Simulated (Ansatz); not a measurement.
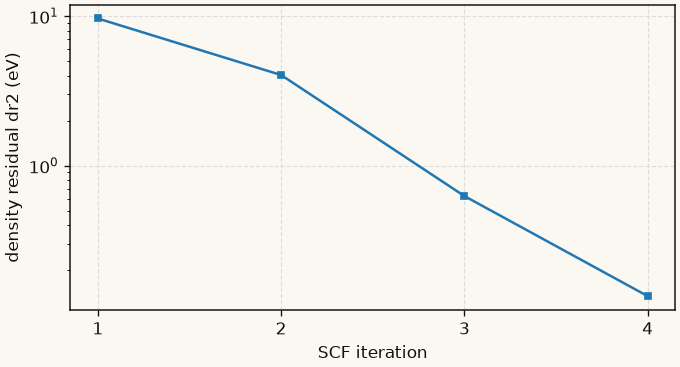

The plot shows the SCF iterations of a calculation: density residual dr2. The starting density is a sum of atomic densities corrected by a trained network.

Hg2Cd6S8 (16 atoms in the cell), run with Ansatz.

```
crystal:
  lattice:
    - [11.675261, 0.000000, 0.000000]
    - [0.000000, 5.837630, 0.000000]
    - [0.000000, 0.000000, 5.837630]
  atoms:
    - { symbol: Hg, position: [0.009426, 0.989438, 0.985111] }
    - { symbol: Hg, position: [0.009483, 0.499133, 0.522399] }
    - { symbol: Cd, position: [0.519338, 0.984162, 0.014740] }
    - { symbol: Cd, position: [0.267475, 0.502764, 0.977542] }
    - { symbol: Cd, position: [0.758476, 0.523677, 0.022515] }
    - { symbol: Cd, position: [0.253067, 0.975610, 0.476539] }
    - { symbol: Cd, position: [0.744578, 0.992196, 0.524932] }
    - { symbol: Cd, position: [0.515662, 0.482002, 0.507886] }
    - { symbol: S, position: [0.113111, 0.237942, 0.242528] }
    - { symbol: S, position: [0.619606, 0.256353, 0.239508] }
    - { symbol: S, position: [0.364808, 0.760949, 0.257629] }
    - { symbol: S, position: [0.868124, 0.761956, 0.237629] }
    - { symbol: S, position: [0.389108, 0.231186, 0.775660] }
    - { symbol: S, position: [0.867615, 0.262532, 0.751179] }
    - { symbol: S, position: [0.116779, 0.777648, 0.757206] }
    - { symbol: S, position: [0.619604, 0.782900, 0.747567] }
kpoints:
  mp_grid: { grid: [2, 2, 2], shift: [0.5, 0.5, 0.5] }
hamiltonian:
  xc: pbesol
total_charge: 2
scf:
  occupations: { method: fermi_dirac, width: 0.01 }
  max_iter: 4
  convergence: { dr2_threshold: 1e-05 }
output:
  forces: true
  eigenvalues: true
  stress: true
```

Run as:
```bash
ansatz run in.yaml --threads 7 --pin off --max-ram 13300MiB --runs-dir r --events-out ev --progress --plain
```

Question: Did the calculation converge?

Answer: Not converged after 4 iterations. The residual is still falling at the last step (down to 0.13).
